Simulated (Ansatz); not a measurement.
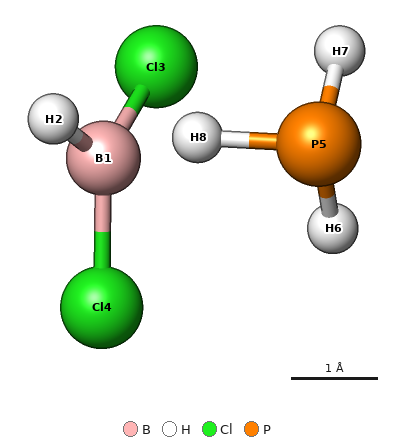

Fig. 1: The input geometry (ball-and-stick view, seen at a tilt; atoms are numbered from 1 in the order of the input). Bond lengths as drawn: B–Cl 1.76 Å, B–H 1.19 Å and H–P 1.42 Å.

## Geometry relaxation, with input and output: BPH₄Cl₂

BPH₄Cl₂, computed with RKS B3LYP-D4/6-31G* (Ansatz 0.2.0).

It belongs to a series of runs on one base structure; here: end point A relaxed. Figures and captions count atoms from 1; the log counts them from 0 in places.

## Log
```
The last accepted step is kept in [file] (removed where the run ends without a failure and the disk answers)
Engine: ansatz 0.2.0, aarch64-unknown-linux-gnu
Functional definition: B3LYP
  parameter a0 = 0.2
  parameter ax = 0.72
  parameter ac = 0.81
  exchange = (1 - a0 - ax)*slater_x + ax*b88_x + a0*exact_x
  correlation = (1 - ac)*vwn_rpa_c + ac*lyp_c
854 factors; integrals over basis functions are off by at most 7.6e-4 eV
mean field evaluation 1: about -35076.3267 eV, gradient 1.2e1 eV
mean field evaluation 2: about -35076.6051 eV, gradient 9.0e0 eV
mean field evaluation 4: about -35076.8265 eV, gradient 8.2e-1 eV
mean field evaluation 8: about -35076.8426 eV, gradient 1.2e-2 eV
mean field -35076.84255937 eV, -1289.0501881189 hartree, gradient 3.3e-5 eV, S^2 0.000000; 0 other end points of the search recorded, 0 dependent functions left out
the calculation of the forces begins
reference -35076.84279982 eV, -1289.0501969555 hartree; 29, 29 occupied and 51, 51 virtual orbitals, 854 factors
relax step   1: F+E_penalty+E_count = -35077.18118171 eV  Δ(F+E_penalty+E_count) = +0.000e0 eV  max|allowed force component| = 4.808e-1 eV/Å  Δτ_max = 0.0000 Å  (24 SCF iters, accepted)
these checks for a lower state are left out or cut short: starts, cluster_reference, orbital_swaps, neighbouring_geometries, increment
854 factors; integrals over basis functions are off by at most 7.6e-4 eV
mean field evaluation 16: about -35076.9511 eV, gradient 2.9e-1 eV
mean field -35076.96648212 eV, -1289.0547421961 hartree, gradient 1.6e-5 eV, S^2 0.000000; 0 other end points of the search recorded, 0 dependent functions left out
[... from here on the field's lines of each further geometry are left out, up to the last ...]
relax step   2: F+E_penalty+E_count = -35077.28747558 eV  Δ(F+E_penalty+E_count) = -1.063e-1 eV  max|allowed force component| = 4.644e-1 eV/Å  Δτ_max = 0.1947 Å  (27 SCF iters, accepted)
relax step   3: F+E_penalty+E_count = -35077.32634064 eV  Δ(F+E_penalty+E_count) = -3.887e-2 eV  max|allowed force component| = 7.416e-1 eV/Å  Δτ_max = 0.1909 Å  (27 SCF iters, accepted)
relax step   4: F+E_penalty+E_count = -35077.32903012 eV  Δ(F+E_penalty+E_count) = -2.689e-3 eV  max|allowed force component| = 7.923e-1 eV/Å  Δτ_max = 0.1396 Å  (27 SCF iters, accepted)
relax step   5: F+E_penalty+E_count = -35077.34171813 eV  Δ(F+E_penalty+E_count) = -1.269e-2 eV  max|allowed force component| = 6.916e-1 eV/Å  Δτ_max = 0.0366 Å  (27 SCF iters, accepted)
relax step   6: F+E_penalty+E_count = -35077.36927923 eV  Δ(F+E_penalty+E_count) = -2.756e-2 eV  max|allowed force component| = 1.107e-1 eV/Å  Δτ_max = 0.1998 Å  (27 SCF iters, accepted)
relax step   7: F+E_penalty+E_count = -35077.37012060 eV  Δ(F+E_penalty+E_count) = -8.414e-4 eV  max|allowed force component| = 7.898e-2 eV/Å  Δτ_max = 0.0395 Å  (27 SCF iters, accepted)
relax step   8: F+E_penalty+E_count = -35077.37133960 eV  Δ(F+E_penalty+E_count) = -1.219e-3 eV  max|allowed force component| = 2.030e-2 eV/Å  Δτ_max = 0.0399 Å  (27 SCF iters, accepted)
relax step   9: F+E_penalty+E_count = -35077.37136319 eV  Δ(F+E_penalty+E_count) = -2.360e-5 eV  max|allowed force component| = 3.764e-2 eV/Å  Δτ_max = 0.0644 Å  (28 SCF iters, accepted)
relax step  10: F+E_penalty+E_count = -35077.37138151 eV  Δ(F+E_penalty+E_count) = -1.831e-5 eV  max|allowed force component| = 6.164e-2 eV/Å  Δτ_max = 0.0614 Å  (28 SCF iters, accepted)
relax step  11: F+E_penalty+E_count = -35077.37116269 eV  Δ(F+E_penalty+E_count) = +2.188e-4 eV  max|allowed force component| = 5.984e-2 eV/Å  Δτ_max = 0.0344 Å  (28 SCF iters, rejected (line search))
relax step  12: F+E_penalty+E_count = -35077.37179818 eV  Δ(F+E_penalty+E_count) = -4.167e-4 eV  max|allowed force component| = 2.320e-2 eV/Å  Δτ_max = 0.0172 Å  (22 SCF iters, accepted)
relax step  13: F+E_penalty+E_count = -35077.37200724 eV  Δ(F+E_penalty+E_count) = -2.091e-4 eV  max|allowed force component| = 4.189e-2 eV/Å  Δτ_max = 0.0407 Å  (27 SCF iters, accepted)
the calculation of the forces begins
reference -35077.09445409 eV, -1289.0594450794 hartree; 29, 29 occupied and 51, 51 virtual orbitals, 854 factors
relax step  14: F+E_penalty+E_count = -35077.37207740 eV  Δ(F+E_penalty+E_count) = -7.016e-5 eV  max|allowed force component| = 1.970e-2 eV/Å  Δτ_max = 0.0088 Å  (22 SCF iters, accepted)
```

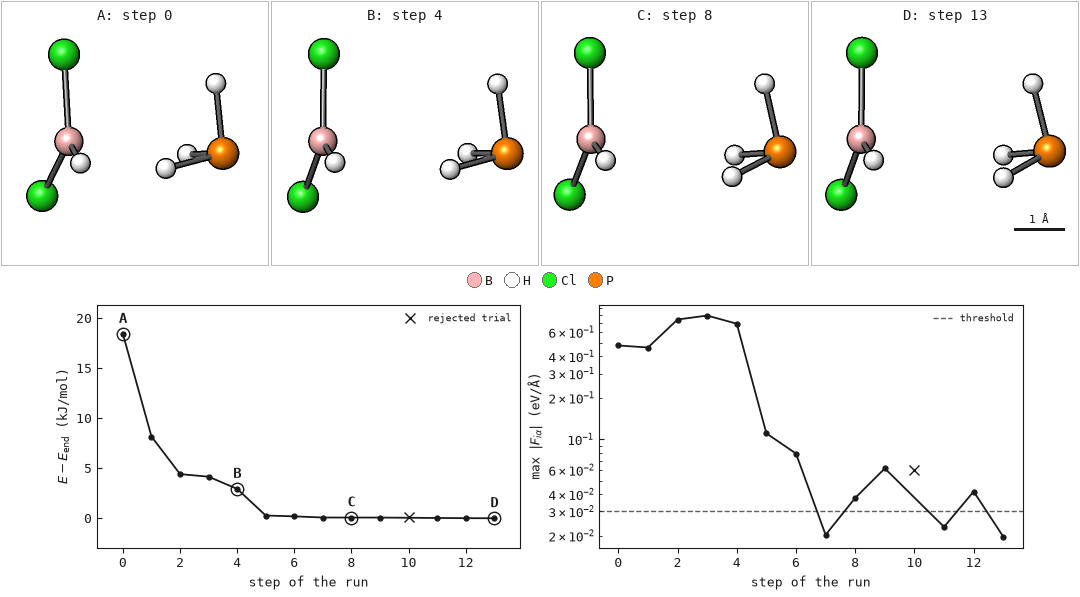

Fig. 2: Frames of the relaxation (ball-and-stick view, seen at a tilt) above the curves, on which the letters mark them (the first geometry is step 0 here and step 1 in the log).

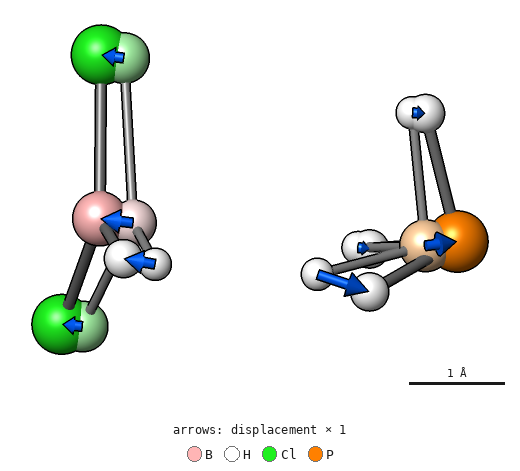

Fig. 3: Start (faint) and end (solid) with the displacements as blue arrows, at true length (ball-and-stick view, seen at a tilt). The two geometries are laid on each other by the best rigid fit. After 13 geometry steps the energy has fallen by 18.4 kJ/mol. The largest force component goes from 0.48 to 0.02 eV/Å. The line search rejected the trial step at point 10 (counted from 0) and went back. The atom that moves furthest after the best rigid fit is H8 (0.58 Å). Largest moves by element: H 0.58 Å, P 0.36 Å, B 0.36 Å, Cl 0.24 Å. Among the contacts that change: B1–Cl3 1.757 → 1.750 Å, P5–H8 1.421 → 1.426 Å, P5–H6 1.419 → 1.424 Å. (Atoms are counted from 1 in the order of the input.)

```
854 factors; integrals over basis functions are off by at most 6.9e-4 eV
mean field -35077.09420558 eV, -1289.0594359468 hartree, gradient 1.7e-5 eV, S^2 0.000000; 1 other end points of the search recorded, 0 dependent functions left out
the calculation of the forces begins
reference -35077.09445409 eV, -1289.0594450794 hartree; 29, 29 occupied and 51, 51 virtual orbitals, 854 factors
Total energy: -35077.37232591 eV, -1289.0696566803 hartree
Atom 0 at    -0.009973     0.514147    -0.120003 Å, force     0.001062    -0.017959    -0.003682 eV/Å
Atom 1 at     0.037078     0.823287     1.022730 Å, force    -0.000313     0.006099    -0.003326 eV/Å
Atom 2 at     1.476645     0.304473    -1.019183 Å, force     0.000554     0.006679     0.001228 eV/Å
Atom 3 at    -1.566069     0.296062    -0.891372 Å, force     0.000098     0.006508     0.003595 eV/Å
Atom 4 at     0.140541    -3.083754     1.180363 Å, force     0.010474     0.017576    -0.002322 eV/Å
Atom 5 at    -0.471111    -2.779547    -0.068567 Å, force    -0.000603     0.001866     0.007023 eV/Å
Atom 6 at     1.436822    -2.695978     0.735759 Å, force    -0.014376    -0.001069     0.008384 eV/Å
Atom 7 at    -0.146934    -1.801092     1.732574 Å, force     0.003105    -0.019702    -0.010901 eV/Å
Dipole moment:     0.044960     0.158052     0.029634 e Å
```

## Trajectory as extended XYZ (Å, eV, eV/Å), 14 frames, from step=1 to step=14
```
8
Properties=species:S:1:pos:R:3:forces:R:3 step=1 energy=-35077.18118
B    -0.0055    0.1894    0.0251   -0.0162   0.4808  -0.1266
H     0.0254    0.5199    1.1628    0.0215   0.2026  -0.1068
Cl    1.4885    0.0899   -0.8946    0.0322   0.0053   0.0096
Cl   -1.5557    0.0938   -0.7995   -0.0443  -0.0064   0.0140
P     0.0902   -2.7227    1.1563    0.0002  -0.4768   0.1589
H    -0.4880   -2.6858   -0.1393    0.0064   0.0011  -0.0081
H     1.4168   -2.5761    0.6717    0.0143  -0.0142   0.0108
H    -0.0748   -1.3309    1.3898   -0.0142  -0.1923   0.0483
8
Properties=species:S:1:pos:R:3:forces:R:3 step=2 energy=-35077.28748
B    -0.0100    0.3816   -0.0061   -0.0410  -0.4644  -0.3518
H     0.0250    0.6912    1.1354    0.0053   0.2577  -0.0699
Cl    1.4908    0.1065   -0.8963   -0.2571   0.2591   0.1301
Cl   -1.5681    0.0987   -0.7948    0.2819   0.2622   0.1281
P     0.0961   -2.8434    1.1731    0.0106  -0.0419   0.0253
H    -0.4761   -2.7596   -0.1251    0.0003  -0.0776  -0.0237
H     1.4185   -2.6491    0.6886    0.0351  -0.0796   0.0030
H    -0.0792   -1.4482    1.3976   -0.0350  -0.1154   0.1590
8
Properties=species:S:1:pos:R:3:forces:R:3 step=3 energy=-35077.32634
B    -0.0227    0.4103   -0.0319   -0.0843   0.2517  -0.7416
H     0.0199    0.7388    1.1037    0.0074  -0.0881   0.0290
Cl    1.4697    0.2632   -0.9766   -0.3712  -0.0334   0.3386
Cl   -1.5894    0.2772   -0.8591    0.4536  -0.0403   0.3394
P     0.1013   -2.9478    1.2257    0.0193   0.1539  -0.0943
H    -0.4476   -2.8555   -0.0836   -0.0187  -0.1034  -0.0289
H     1.4321   -2.7613    0.7578    0.0390  -0.0810   0.0034
H    -0.0663   -1.5473    1.4362   -0.0450  -0.0595   0.1543
8
Properties=species:S:1:pos:R:3:forces:R:3 step=4 energy=-35077.32903
B    -0.0235    0.5464   -0.0627   -0.0997  -0.4560  -0.7923
H     0.0209    0.8576    1.0765   -0.0032   0.1036   0.0066
Cl    1.4746    0.2862   -0.9848   -0.5269   0.1786   0.3848
Cl   -1.5952    0.2772   -0.8624    0.6319   0.1931   0.3833
P     0.1076   -3.0427    1.2331    0.0340   0.3496  -0.2156
H    -0.4443   -2.8915   -0.0734   -0.0064  -0.1619   0.0118
H     1.4329   -2.8074    0.7640    0.0224  -0.1248   0.0196
H    -0.0759   -1.6482    1.4821   -0.0521  -0.0824   0.2018
8
Properties=species:S:1:pos:R:3:forces:R:3 step=5 energy=-35077.34172
B    -0.0230    0.5107   -0.0548   -0.0830  -0.2694  -0.6916
H     0.0204    0.8298    1.0828    0.0017   0.0566   0.0085
Cl    1.4732    0.2757   -0.9779   -0.4373   0.1212   0.3312
Cl   -1.5917    0.2688   -0.8561    0.5207   0.1293   0.3262
P     0.1050   -3.0105    1.2280    0.0244   0.2379  -0.1400
H    -0.4461   -2.8847   -0.0795   -0.0114  -0.1169  -0.0057
H     1.4331   -2.7969    0.7603    0.0282  -0.0930   0.0111
H    -0.0738   -1.6153    1.4696   -0.0433  -0.0658   0.1602
8
Properties=species:S:1:pos:R:3:forces:R:3 step=6 energy=-35077.36928
B    -0.0136    0.5492   -0.1119    0.0162   0.0994   0.1107
H     0.0275    0.8975    1.0227    0.0045  -0.0470  -0.0507
Cl    1.4793    0.3761   -1.0074   -0.0206  -0.0335  -0.0208
Cl   -1.5693    0.2773   -0.8633   -0.0021  -0.0288  -0.0399
P     0.1152   -3.0828    1.2170   -0.0237   0.0447  -0.0076
H    -0.4693   -2.8871   -0.0685    0.0306   0.0147   0.0444
H     1.4373   -2.8194    0.7570   -0.0261   0.0190  -0.0013
H    -0.1102   -1.7332    1.6268    0.0213  -0.0685  -0.0349
8
Properties=species:S:1:pos:R:3:forces:R:3 step=7 energy=-35077.37012
B    -0.0134    0.5407   -0.1175    0.0208   0.0671   0.0790
H     0.0289    0.8580    1.0242    0.0094  -0.0234  -0.0146
Cl    1.4780    0.3769   -1.0171   -0.0152  -0.0267  -0.0191
Cl   -1.5696    0.2948   -0.8757   -0.0159  -0.0261  -0.0438
P     0.1196   -3.0818    1.2151   -0.0214  -0.0037   0.0003
H    -0.4691   -2.8669   -0.0642    0.0209   0.0155   0.0253
H     1.4379   -2.7998    0.7573   -0.0129   0.0216  -0.0048
H    -0.1152   -1.7443    1.6501    0.0142  -0.0244  -0.0223
8
Properties=species:S:1:pos:R:3:forces:R:3 step=8 energy=-35077.37134
B    -0.0142    0.5323   -0.1120   -0.0002  -0.0203  -0.0155
H     0.0292    0.8466    1.0288    0.0006   0.0115   0.0145
Cl    1.4735    0.3376   -1.0115    0.0185   0.0016  -0.0009
Cl   -1.5667    0.2920   -0.8827   -0.0186   0.0043   0.0006
P     0.1264   -3.0776    1.2036    0.0014   0.0029   0.0051
H    -0.4681   -2.8363   -0.0668    0.0010   0.0047  -0.0034
H     1.4376   -2.7643    0.7461   -0.0044   0.0053  -0.0008
H    -0.1208   -1.7528    1.6668    0.0017  -0.0100   0.0004
8
Properties=species:S:1:pos:R:3:forces:R:3 step=9 energy=-35077.37136
B    -0.0136    0.5177   -0.1234   -0.0127  -0.0284  -0.0376
H     0.0319    0.7823    1.0288    0.0010   0.0219   0.0334
Cl    1.4714    0.3441   -1.0305    0.0350   0.0012  -0.0024
Cl   -1.5672    0.3259   -0.9058   -0.0213   0.0030   0.0086
P     0.1349   -3.0813    1.2007    0.0044   0.0316  -0.0250
H    -0.4685   -2.8020   -0.0591    0.0033  -0.0017   0.0217
H     1.4392   -2.7312    0.7471   -0.0196   0.0037   0.0140
H    -0.1311   -1.7778    1.7144    0.0097  -0.0312  -0.0127
8
Properties=species:S:1:pos:R:3:forces:R:3 step=10 energy=-35077.37138
B    -0.0134    0.5273   -0.1142   -0.0123   0.0219  -0.0616
H     0.0312    0.8436    1.0259   -0.0031  -0.0116   0.0194
Cl    1.4731    0.3354   -1.0174    0.0133  -0.0107   0.0156
Cl   -1.5664    0.3012   -0.8909    0.0031  -0.0059   0.0274
P     0.1310   -3.0873    1.1999    0.0075   0.0380  -0.0276
H    -0.4682   -2.8211   -0.0640   -0.0004  -0.0123   0.0062
H     1.4368   -2.7477    0.7442   -0.0046  -0.0082   0.0059
H    -0.1270   -1.7738    1.6887   -0.0035  -0.0113   0.0147
8
Properties=species:S:1:pos:R:3:forces:R:3 step=11 energy=-35077.37116 accepted=F
B    -0.0122    0.5465   -0.1175   -0.0033  -0.0598   0.0458
H     0.0320    0.8776    1.0203   -0.0048   0.0170  -0.0325
Cl    1.4766    0.3307   -1.0102    0.0090   0.0151  -0.0106
Cl   -1.5657    0.2809   -0.8789   -0.0012   0.0210  -0.0033
P     0.1299   -3.0941    1.1959   -0.0088   0.0518  -0.0186
H    -0.4704   -2.8284   -0.0686    0.0133  -0.0054   0.0250
H     1.4364   -2.7548    0.7422   -0.0085  -0.0017   0.0016
H    -0.1297   -1.7808    1.6891    0.0043  -0.0379  -0.0074
8
Properties=species:S:1:pos:R:3:forces:R:3 step=12 energy=-35077.37180
B    -0.0121    0.5245   -0.1169   -0.0039   0.0061  -0.0232
H     0.0331    0.8388    1.0242   -0.0010  -0.0035   0.0089
Cl    1.4749    0.3271   -1.0175    0.0087  -0.0047   0.0046
Cl   -1.5665    0.2979   -0.8894   -0.0028  -0.0020   0.0096
P     0.1336   -3.0859    1.1937    0.0045   0.0177  -0.0127
H    -0.4695   -2.8096   -0.0661    0.0014  -0.0028   0.0062
H     1.4371   -2.7333    0.7418   -0.0061  -0.0012   0.0037
H    -0.1335   -1.7818    1.7025   -0.0008  -0.0097   0.0029
8
Properties=species:S:1:pos:R:3:forces:R:3 step=13 energy=-35077.37201
B    -0.0103    0.5127   -0.1215    0.0004  -0.0137  -0.0024
H     0.0366    0.8145    1.0227    0.0005   0.0089   0.0104
Cl    1.4761    0.3089   -1.0213    0.0132   0.0030  -0.0066
Cl   -1.5660    0.3012   -0.8942   -0.0125   0.0028  -0.0030
P     0.1406   -3.0835    1.1816    0.0094   0.0380  -0.0050
H    -0.4712   -2.7786   -0.0677    0.0034   0.0029   0.0191
H     1.4376   -2.6970    0.7364   -0.0250   0.0000   0.0136
H    -0.1464   -1.8004    1.7363    0.0106  -0.0419  -0.0261
8
Properties=species:S:1:pos:R:3:forces:R:3 step=14 energy=-35077.37208
B    -0.0100    0.5141   -0.1200    0.0011  -0.0180  -0.0037
H     0.0371    0.8233    1.0227   -0.0003   0.0061  -0.0033
Cl    1.4766    0.3045   -1.0192    0.0006   0.0067   0.0012
Cl   -1.5661    0.2961   -0.8914    0.0001   0.0065   0.0036
P     0.1405   -3.0838    1.1804    0.0105   0.0176  -0.0023
H    -0.4711   -2.7795   -0.0686   -0.0006   0.0019   0.0070
H     1.4368   -2.6960    0.7358   -0.0144  -0.0011   0.0084
H    -0.1469   -1.8011    1.7326    0.0031  -0.0197  -0.0109
```

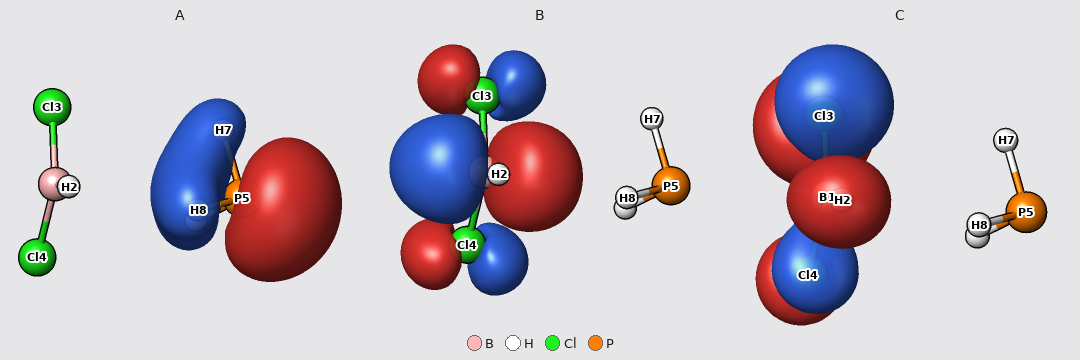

Fig. 4: Three frontier orbitals at ±0.1 Å⁻³ᐟ² (red and blue are the two phases). C is the HOMO−1 (−9.00 eV). A is the HOMO (−7.62 eV). B is the LUMO (−1.87 eV). Its weight (Hirshfeld) is mainly on B1 (55 %), Cl4 (15 %) and Cl3 (15 %). The HOMO–LUMO gap is 5.75 eV between the orbital energies.

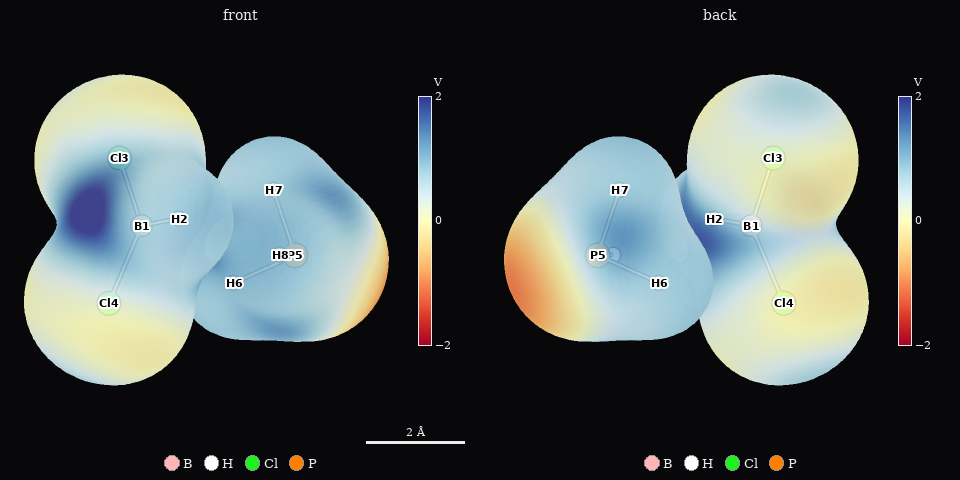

Fig. 5: The molecular electrostatic potential painted on the density surface at 0.004 e/bohr³, seen at a tilt and from behind; the colour scale runs from red (negative) to blue (positive).

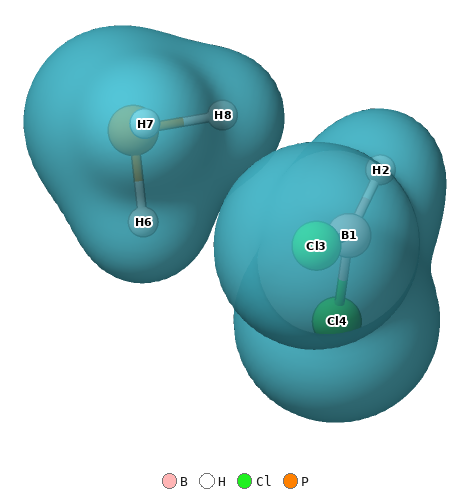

Fig. 6: Isosurface of the electron density at 0.05 e/Å³ (cyan), seen at an oblique angle. At this value the surface falls into two separate pieces. It is pinched off along the B···H (2.97 Å) contacts. On the grid the lowest density along these lines, outside the cores, is 0.03 e/Å³ (B···H, 2.97 Å), 1 e/Å³ (B–Cl, 1.75 Å), 1.3 e/Å³ (B–H, 1.18 Å) and 1.1 e/Å³ (P–H, 1.42 Å).

The run was set up as follows.

## Input file
```yaml
crystal:
  periodic: [false, false, false]
  atoms:
    - { symbol: B, position_ang: [-0.005518, 0.189429, 0.025142] }
    - { symbol: H, position_ang: [0.025425, 0.519929, 1.162757] }
    - { symbol: Cl, position_ang: [1.488539, 0.089913, -0.894567] }
    - { symbol: Cl, position_ang: [-1.555651, 0.093825, -0.799496] }
    - { symbol: P, position_ang: [0.09021, -2.722742, 1.156298] }
    - { symbol: H, position_ang: [-0.487991, -2.685772, -0.139287] }
    - { symbol: H, position_ang: [1.416805, -2.576084, 0.671699] }
    - { symbol: H, position_ang: [-0.074819, -1.330899, 1.389755] }
basis:
  gaussian: { orbitals: "6-31G*" }
hamiltonian:
  xc: b3lyp
  dispersion: d4
relax:
  f_tol: 0.03
  max_steps: 50
output:
  orbitals: {}
```

Launch command:
```bash
ansatz run input.yaml --threads 2 --pin off --max-ram 3072MiB --backend cpu --events-out ev --progress --plain --runs-dir out
```

## Results in brief

| quantity | value |
| --- | --- |
| outcome | converged |
| total energy | −35077.3723 eV |
| mean-field energy | −35077.0945 eV |
| largest force (length of the vector) at the end | 0.023 eV/Å |
| hardware | 2 threads of Arm Neoverse V2, 24 GiB of memory available, shared host |
| wall time | 27 s (CPU time 50 s) |
| peak memory | 0.16 GiB |
